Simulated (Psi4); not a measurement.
**UM06-2X/aug-cc-pVDZ run of SiCNF2 (SMILES N#C[Si](F)F)**

Aim: the vertical doublet–quartet gap of SiCNF2 at UM06-2X/aug-cc-pVDZ, from 2 runs. 

The results are computed with Psi4 1.11.

10 further runs of the same task are left out: 8 that didn't finish, 2 set aside as unsound or not needed.

### Step 1. Starting point

SiCNF2: 5 atoms, total charge 0, spin state doublet. As SMILES, `N#C[Si](F)F`. The coordinates come from a PBE0-D4/def2-TZVP relaxation.

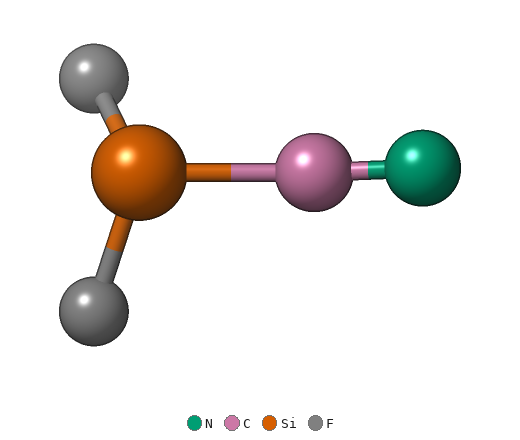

The structure, seen from a chosen angle (nitrogen teal, carbon pink, silicon orange, fluorine grey).

### Step 2. Energy and forces at UM06-2X/aug-cc-pVDZ

Input file calc.inp:

```
memory 2.2 GB

molecule mol {
  0 2
  N      1.426100    -1.103800     1.364300
  C      0.743000    -0.566400     0.607500
  Si    -0.192800     0.214100    -0.773500
  F     -1.655600    -0.382400    -0.757500
  F     -0.270900     1.764900    -0.482300
  units angstrom
  symmetry c1
}

set basis aug-cc-pVDZ
set reference uks
set puream true
set e_convergence 1e-09
set d_convergence 1e-08
set scf_type pk
set dft_radial_points 99
set dft_spherical_points 590
set maxiter 100

E, wfn = gradient('m06-2x', return_wfn=True)
oeprop(wfn, 'DIPOLE', 'MAYER_INDICES', 'QUADRUPOLE')
```

Started as:

```bash
$ psi4 calc.inp calc.out -n 1
```

calc.out, shortened:

```text
[...]
  Running in c1 symmetry.
[...]
  Nuclear repulsion =  200.026103011271232
[...]
  Multiplicity = 2
[...]
  Nalpha       = 23
  Nbeta        = 22
[...]
    Number of basis functions: 119
[...]
   @UKS iter   1:  -581.79411388980998   -7.37175e-01   5.36415e-03 DIIS/ADIIS
[...]
   @UKS iter  16:  -582.00778856200407   -2.61480e-12   4.40685e-09 DIIS
[...]
   @S^2 Observed:                7.521660816E-01
[...]
    Orbital Energies [Eh]
    ---------------------
    Alpha Occupied:
       1A    -67.186665     2A    -25.311655     3A    -25.311651
       4A    -14.809771     5A    -10.601557     6A     -5.702977
       7A     -4.013586     8A     -4.011209     9A     -4.009957
      10A     -1.401703    11A     -1.382702    12A     -1.047999
      13A     -0.736599    14A     -0.644453    15A     -0.639100
      16A     -0.607212    17A     -0.577254    18A     -0.570279
      19A     -0.559881    20A     -0.475977    21A     -0.449082
      22A     -0.445819    23A     -0.334037
    Alpha Virtual:
      24A     -0.022691    25A     -0.020410    26A      0.012797
[...]
  @UKS Final Energy:  -582.00778856200407
   => Energetics <=
    Nuclear Repulsion Energy =            200.0261030112712319
    One-Electron Energy =               -1201.6006092557154261
    Two-Electron Energy =                 445.4107094926367267
    DFT Exchange-Correlation Energy =     -25.8439918101966484
    Empirical Dispersion Energy =           0.0000000000000000
    VV10 Nonlocal Energy =                  0.0000000000000000
    Total Energy =                       -582.0077885620040661
[...]
  -Total Gradient:
     Atom            X                  Y                   Z
    ------   -----------------  -----------------  -----------------
       1       -0.008796840129     0.006881899295    -0.009429388020
       2        0.005232304861    -0.003777187655     0.003116093943
       3       -0.027025152642     0.015714450867     0.013337789288
       4        0.028222401337     0.010478343217    -0.001044943146
       5        0.002518040890    -0.029372369844    -0.006153913522
[...]
 Multipole Moments:
 ------------------------------------------------------------------------------------
     Multipole            Electronic (a.u.)      Nuclear  (a.u.)        Total (a.u.)
 ------------------------------------------------------------------------------------
 L = 1.  Multiply by 2.5417464519 to convert [e a0] to [Debye]
 Dipole X            :         -1.7387038            1.5428249           -0.1958789
 Dipole Y            :          1.3358833           -1.0932037            0.2426796
 Dipole Z            :         -1.6751792            0.7669656           -0.9082135
 Magnitude           :                                                    0.9602675
 L = 2.  Multiply by 1.3450342976 to convert [e a0^2] to [Debye ang]
 Quadrupole XX       :       -180.0988398          152.5461821          -27.5526577
 Quadrupole XY       :         44.9754747          -43.5695687            1.4059061
[...]
```

Run time: 1.9 min. Hardware: 1 thread of AMD EPYC 7R43 (Zen 3), shared host; peak memory 0.74 GiB.

### Step 3. The quartet

Input file cf2nsi.in:

```
memory 2200 mb

molecule m {
  0 4
  N      2.69493843    -2.08587970     2.57815335
  C      1.40406651    -1.07034088     1.14800862
  Si    -0.36433920     0.40459036    -1.46170316
  F     -3.12863057    -0.72263127    -1.43146754
  F     -0.51192681     3.33517764    -0.91141491
  units au
  symmetry c1
  no_reorient
  no_com
}

set {
  basis aug-cc-pVDZ
  reference uks
  puream true
  e_convergence 1e-09
  d_convergence 1e-08
  scf_type pk
  dft_radial_points 99
  dft_spherical_points 590
  maxiter 100
}

energy_value, wavefunction = gradient("m06-2x", return_wfn=True)
oeprop(wavefunction, "MULLIKEN_CHARGES", "LOWDIN_CHARGES", "QUADRUPOLE", title="M06-2X")
```

Started as:

```bash
$ psi4 -n 1 cf2nsi.in cf2nsi.out
```

cf2nsi.out, shortened:

```text
[...]
  Running in c1 symmetry.
[...]
  Nuclear repulsion =  200.026103029571516
[...]
  Multiplicity = 4
[...]
  Nalpha       = 24
  Nbeta        = 21
[...]
    Number of basis functions: 119
[...]
   @UKS iter   1:  -581.56758041842465   -5.10642e-01   4.92408e-03 DIIS/ADIIS
[...]
   @UKS iter  47:  -581.76086262464332   -1.59616e-10   7.50636e-09 DIIS
[...]
   @S^2 Observed:                3.761782018E+00
[...]
  @UKS Final Energy:  -581.76086262464332
   => Energetics <=
    Nuclear Repulsion Energy =            200.0261030295715159
    One-Electron Energy =               -1201.4159837221177440
    Two-Electron Energy =                 445.4689340138721718
    DFT Exchange-Correlation Energy =     -25.8399159459691674
    Empirical Dispersion Energy =           0.0000000000000000
    VV10 Nonlocal Energy =                  0.0000000000000000
    Total Energy =                       -581.7608626246433232
[...]
  -Total Gradient:
     Atom            X                  Y                   Z
    ------   -----------------  -----------------  -----------------
       1       -0.163400669641     0.127861027391    -0.175684418334
       2        0.164045616762    -0.128668720429     0.178779097171
       3       -0.053564654844     0.034530857163     0.000021570517
       4        0.039676919941     0.003506974485     0.000959023201
       5        0.013370253581    -0.037287737249    -0.004265883940
[...]
 Multipole Moments:
 ------------------------------------------------------------------------------------
     Multipole            Electronic (a.u.)      Nuclear  (a.u.)        Total (a.u.)
 ------------------------------------------------------------------------------------
 L = 1.  Multiply by 2.5417464519 to convert [e a0] to [Debye]
 Dipole X            :         10.5912903          -10.5767971            0.0144931
 Dipole Y            :         -8.1228612            8.1539792            0.0311180
 Dipole Z            :         16.2986586          -16.6146611           -0.3160025
 Magnitude           :                                                    0.3178616
 L = 2.  Multiply by 1.3450342976 to convert [e a0^2] to [Debye ang]
 Quadrupole XX       :       -182.7019156          154.9792560          -27.7226595
 Quadrupole XY       :         45.6704179          -45.4485992            0.2218187
[...]
```

Wall time 4.3 min (1 thread of AMD EPYC 7R43 (Zen 3), shared host); peak memory 0.74 GiB.

### Step 4. What came out

At UM06-2X/aug-cc-pVDZ:

```
                                        quantity          value
                           doublet: total energy  -582.00779 Eh
                          doublet: dipole moment         2.44 D
     doublet: HOMO energy (highest over α and β)       -9.09 eV
      doublet: LUMO energy (lowest over α and β)       -4.37 eV
                                   doublet: ⟨S²⟩          0.752
               doublet: largest force on an atom     1.748 eV/Å
                           quartet: total energy  -581.76086 Eh
                          quartet: dipole moment         0.81 D
     quartet: HOMO energy (highest over α and β)       -5.33 eV
                                   quartet: ⟨S²⟩          3.762
               quartet: largest force on an atom    14.123 eV/Å
vertical energy of the quartet above the doublet       6.719 eV
```

What this shows: At this shape the quartet lies 6.72 eV (648 kJ/mol) above the doublet. The largest force (doublet) is 1.75 eV/Å: the shape isn't a stationary point for this species at this level. Mulliken charges (quartet) run from -0.55 on F4 to +1.20 on Si3; in a basis this large or diffuse they mean little.
